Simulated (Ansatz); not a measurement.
H$_{4}$CO: several calculations on one system

## 1. Relaxation

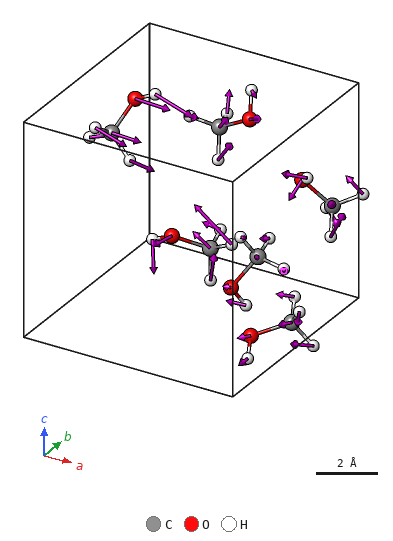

A relaxation of an amorphous cell of composition H₄CO. The starting structure is drawn; purple arrows show the displacements, at their true length.

Style: ball-and-stick. Shown: the cell of the calculation, from a free direction.

The cell holds 6 CH3OH. The run prepares the start of a later molecular dynamics calculation, from a guessed geometry.

Level of theory: DFT PBE-D3(BJ), scalar-relativistic, plane waves, PAW in Ansatz. (plane-wave cutoff 420 eV; k-point mesh 1 × 1 × 1; occupations fermi dirac; smearing width 0.02 eV; no spin polarisation; atoms relaxed in a fixed cell; force threshold 0.3 eV/Å; at most 15 steps)

What did the optimiser do to the structure, and how much energy did it gain?

The atom that moves furthest is an H atom (1.83 Å roughly along [−1 0 1]). Largest moves by element: H 1.83 Å, O 1.37 Å, C 1.07 Å. The cell doesn't change. Among the contacts that change: C–O 1.423 → 1.450 Å, H–O 0.970 → 0.986 Å, C–H 1.097 → 1.107 Å. Bond angles that change, for instance: O–C–H 106.3° → 108.7°, C–O–H 107.4° → 109.6°. The energy falls by 1.298 eV per cell of the calculation in 13 geometry steps. Largest force component: 0.78 eV/Å at the start, 0.25 eV/Å at the end.

Limits of the set-up: the program's low-accuracy preset was used; the periodic images lie only 8.1 Å apart, so the values are limited by the cell's size.

## 2. Dynamics

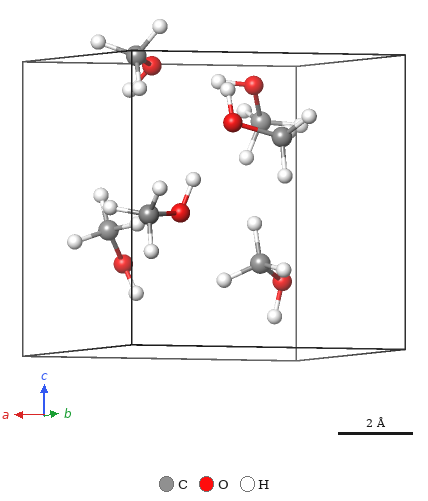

Starting frame of a dynamics run of a periodic cell with 6 CH3OH at 0.611 g/cm³. The picture is a ball-and-stick view of the simulation cell, seen from a free direction.

The calculation used DFT PBE-D3(BJ), scalar-relativistic, plane waves, PAW in Ansatz.

The input:
```yaml
accuracy: low
crystal:
  lattice:
    - [8.054832, 0.0, 0.0]
    - [0.0, 8.054832, 0.0]
    - [0.0, 0.0, 8.054832]
  atoms:
    - { symbol: C, position: [0.90905542, 0.93484935, 0.44199575] }
    - { symbol: O, position: [0.75746429, 0.84402161, 0.45390088] }
    - { symbol: H, position: [0.91932761, 0.98405789, 0.31513109] }
    - { symbol: H, position: [0.71484821, 0.85552825, 0.56724924] }
    - { symbol: H, position: [0.91147599, 1.04192533, 0.52743839] }
    - { symbol: H, position: [1.01811291, 0.85507644, 0.46726964] }
    - { symbol: C, position: [0.30150462, 0.43832766, 0.78637015] }
    - { symbol: O, position: [0.37276548, 0.55089423, 0.90413651] }
    - { symbol: H, position: [0.16958551, 0.47088003, 0.77453347] }
    - { symbol: H, position: [0.49243485, 0.52772226, 0.91584847] }
    - { symbol: H, position: [0.35903128, 0.44985039, 0.66284827] }
    - { symbol: H, position: [0.31046995, 0.30823185, 0.82813819] }
    - { symbol: C, position: [0.85172882, 0.42185066, 0.40984047] }
    - { symbol: O, position: [0.7566448, 0.31937001, 0.30063695] }
    - { symbol: H, position: [0.85393179, 0.3581968, 0.53085724] }
    - { symbol: H, position: [0.73451467, 0.38141991, 0.19915] }
    - { symbol: H, position: [0.9812439, 0.43751666, 0.36771884] }
    - { symbol: H, position: [0.79618103, 0.54579131, 0.42722153] }
    - { symbol: C, position: [0.42054623, 0.92915976, 0.713428] }
    - { symbol: O, position: [0.59153086, 0.90891552, 0.76047869] }
    - { symbol: H, position: [0.42026617, 0.95674911, 0.5799877] }
    - { symbol: H, position: [0.59364833, 0.86692587, 0.87392027] }
    - { symbol: H, position: [0.34929359, 0.81479194, 0.73749394] }
    - { symbol: H, position: [0.36266103, 1.03390276, 0.78039518] }
    - { symbol: C, position: [0.39878885, 0.67669482, 0.29397504] }
    - { symbol: O, position: [0.27343619, 0.56290104, 0.23938947] }
    - { symbol: H, position: [0.41460653, 0.66288064, 0.42946949] }
    - { symbol: H, position: [0.29470342, 0.54573772, 0.12016068] }
    - { symbol: H, position: [0.52090407, 0.65129846, 0.23617838] }
    - { symbol: H, position: [0.36519237, 0.80705726, 0.26735238] }
    - { symbol: C, position: [0.83345163, 0.62956694, -0.00493561] }
    - { symbol: O, position: [0.72118558, 0.49159783, -0.03224155] }
    - { symbol: H, position: [0.77733097, 0.70714135, 0.09189393] }
    - { symbol: H, position: [0.77268904, 0.41796299, -0.11277722] }
    - { symbol: H, position: [0.95459104, 0.58619526, 0.04097823] }
    - { symbol: H, position: [0.85038157, 0.70249088, -0.11904259] }
basis:
  ecutwfc: 420.0
kpoints:
  mp_grid: { grid: [1, 1, 1] }
hamiltonian:
  xc: pbe
  dispersion: d3bj
scf:
  occupations: { method: fermi_dirac, width: 0.02 }
  lower_state_search: "off"
md:
  timestep: 0.5
  n_steps: 300
  ensemble: nvt_langevin
  temperature: 500.0
  initial_velocities: maxwell_boltzmann
  seed: 490911
  friction: 0.02
```

Launched with:
```bash
ansatz run input.yaml --threads 1 --pin off --max-ram 3072MiB --backend cpu --events-out ev --progress --plain --runs-dir out
```

### Predict how the run goes.

The mean temperature in the second half is 465 K (standard deviation 43 K). The potential energy is still drifting at the end, so the run hasn't reached equilibrium. The potential energy in the second half lies on average 49.6 meV per atom above the first frame. Root-mean-square distances from the starting positions over the second half, with the common drift of all atoms taken out: H 1.16 Å, C 0.72 Å, O 0.53 Å. The heavy atoms stay within a fraction of a molecule's size of their starting places, while the hydrogen atoms travel further, as molecules turn; so short a run doesn't tell a liquid from a solid.

Along the run (each row but the first and the last is the mean over the interval that it begins):

```csv
time (fs),potential energy (meV/atom),T (K)
0.0,0.0,486
18.5,34.3,461
37.0,39.9,425
55.5,43.4,415
74.0,42.0,470
92.5,45.7,440
111.0,52.7,437
129.5,55.9,509
148.0,61.7,475
```

The paths of the atoms:

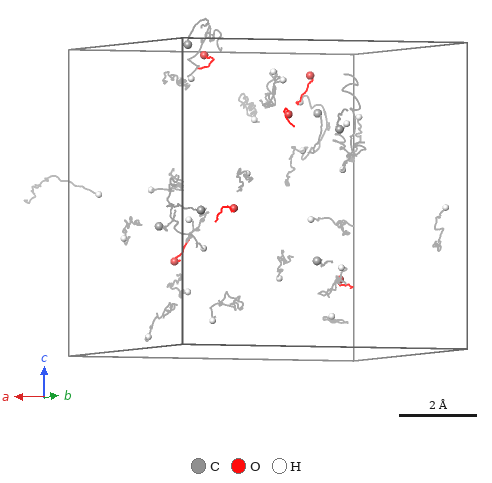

Limits of the set-up: the program's low-accuracy preset was used; the periodic images lie only 8.1 Å apart, so the values are limited by the cell's size.

Cost: 8.3 min on 1 thread of Intel(R) Xeon(R) Platinum 8488C (Sapphire Rapids) (shared host), peak memory 0.56 GiB.

## 3. Dynamics

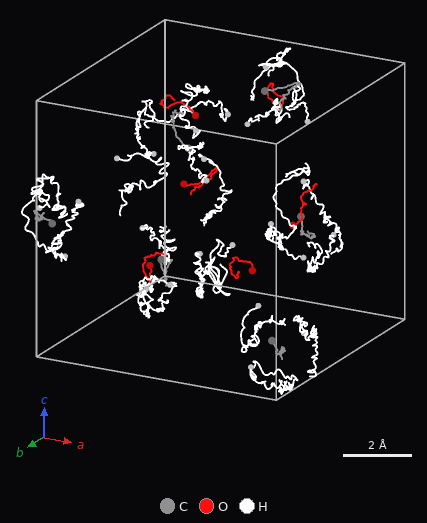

First-principles dynamics of a periodic cell with 6 CH3OH at 0.611 g/cm³, 300 fs long. It starts from the last geometry of an earlier run, with fresh velocities. Lines trace each atom's path, in the colour of its element; spheres stand at the starting positions. Seen from a free direction in the simulation cell.

The calculation used DFT PBE-D3(BJ), scalar-relativistic, plane waves, PAW in Ansatz 0.2.0. Set-up: plane-wave cutoff 420 eV; k-point mesh 1 × 1 × 1; Fermi-Dirac smearing 0.02 eV; low-accuracy preset; Langevin thermostat (NVT); set temperature 500 K; time step 0.75 fs; friction 0.005 per fs.

The input:
```yaml
accuracy: low
crystal:
  lattice:
    - [8.054832, 0.0, 0.0]
    - [0.0, 8.054832, 0.0]
    - [0.0, 0.0, 8.054832]
  atoms:
    - { symbol: C, position: [1.00241367, 0.8824955, 0.48332038] }
    - { symbol: O, position: [0.83016613, 0.87017761, 0.43602523] }
    - { symbol: H, position: [1.00904383, 0.99284092, 0.58008661] }
    - { symbol: H, position: [0.76652757, 0.90581573, 0.53595554] }
    - { symbol: H, position: [1.0565653, 0.77886532, 0.5453913] }
    - { symbol: H, position: [1.07605214, 0.9198628, 0.38013828] }
    - { symbol: C, position: [0.32654442, 0.42732498, 0.68800985] }
    - { symbol: O, position: [0.38925006, 0.48893787, 0.84630835] }
    - { symbol: H, position: [0.2182504, 0.49498076, 0.66970239] }
    - { symbol: H, position: [0.50008626, 0.44384762, 0.8550992] }
    - { symbol: H, position: [0.40650028, 0.43558305, 0.57848967] }
    - { symbol: H, position: [0.28750211, 0.29637196, 0.7090205] }
    - { symbol: C, position: [0.78570113, 0.40854032, 0.49392222] }
    - { symbol: O, position: [0.68744517, 0.28837282, 0.40494319] }
    - { symbol: H, position: [0.78278757, 0.38298551, 0.62233315] }
    - { symbol: H, position: [0.73530991, 0.29513464, 0.28881439] }
    - { symbol: H, position: [0.91937682, 0.40378212, 0.44360128] }
    - { symbol: H, position: [0.72887836, 0.53658094, 0.49519692] }
    - { symbol: C, position: [0.42589417, 1.01865346, 0.79932694] }
    - { symbol: O, position: [0.57571589, 0.92778439, 0.74922945] }
    - { symbol: H, position: [0.45825423, 1.07224839, 0.91642735] }
    - { symbol: H, position: [0.61272592, 0.84073524, 0.82485537] }
    - { symbol: H, position: [0.40045408, 1.10567737, 0.69316876] }
    - { symbol: H, position: [0.30392587, 0.94077371, 0.80751873] }
    - { symbol: C, position: [0.32518648, 0.63587909, 0.31998512] }
    - { symbol: O, position: [0.21523422, 0.519504, 0.24089684] }
    - { symbol: H, position: [0.26027728, 0.66151156, 0.43942577] }
    - { symbol: H, position: [0.26058105, 0.44788027, 0.15100726] }
    - { symbol: H, position: [0.45110901, 0.57096734, 0.34280665] }
    - { symbol: H, position: [0.32833062, 0.75853845, 0.24411426] }
    - { symbol: C, position: [0.78223866, 0.62831443, 0.07828] }
    - { symbol: O, position: [0.74692534, 0.51317209, -0.04975105] }
    - { symbol: H, position: [0.71094414, 0.60108292, 0.1936493] }
    - { symbol: H, position: [0.85578108, 0.48832899, -0.09894247] }
    - { symbol: H, position: [0.91527319, 0.62881279, 0.1297599] }
    - { symbol: H, position: [0.76157929, 0.75258985, 0.01042548] }
basis:
  ecutwfc: 420.0
kpoints:
  mp_grid: { grid: [1, 1, 1] }
hamiltonian:
  xc: pbe
  dispersion: d3bj
scf:
  occupations: { method: fermi_dirac, width: 0.02 }
  lower_state_search: "off"
md:
  timestep: 0.75
  n_steps: 400
  ensemble: nvt_langevin
  temperature: 500.0
  initial_velocities: maxwell_boltzmann
  seed: 312916
  friction: 0.005
```

Command:
```bash
ansatz run input.yaml --threads 1 --pin off --max-ram 3072MiB --backend cpu --events-out ev --progress --plain --runs-dir out
```

**Describe the motion.**

In the second half of the run the atoms are, in the root-mean-square, this far from where they began (common drift taken out): H 1.51 Å, O 0.94 Å, C 0.72 Å. The heavy atoms stay within a fraction of a molecule's size of their starting places, while the hydrogen atoms travel further, as molecules turn; so short a run doesn't tell a liquid from a solid.

Limits of the set-up: the program's low-accuracy preset was used; the periodic images lie only 8.1 Å apart, so the values are limited by the cell's size.

Cost: 12 min on 1 thread of Intel(R) Xeon(R) Platinum 8488C (Sapphire Rapids) (shared host), peak memory 0.57 GiB.
